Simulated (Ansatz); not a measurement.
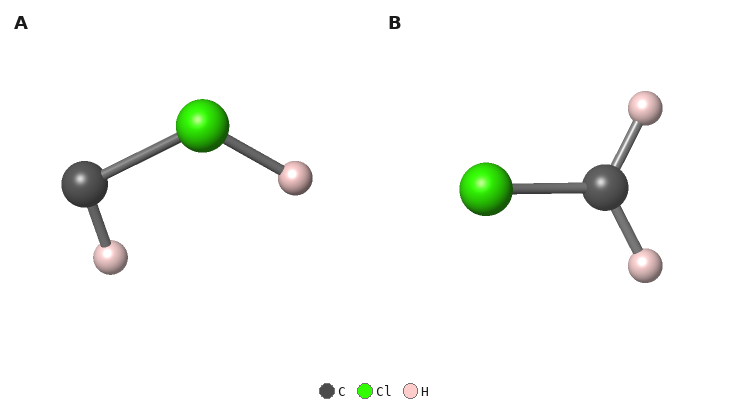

2 stationary structures of one formula. State: charge +1, singlet. Geometries: PBE0-D4/def2-TZVP. Electronic energies: B3LYP-D4/def2-TZVPP (Ansatz 0.2.0), without zero-point energy. No frequency run is at hand to confirm each as a minimum.

Which is lowest in energy, and by how much?

Answer. B is lowest (C2v); A lies 339.1 kJ/mol above it (Cs).
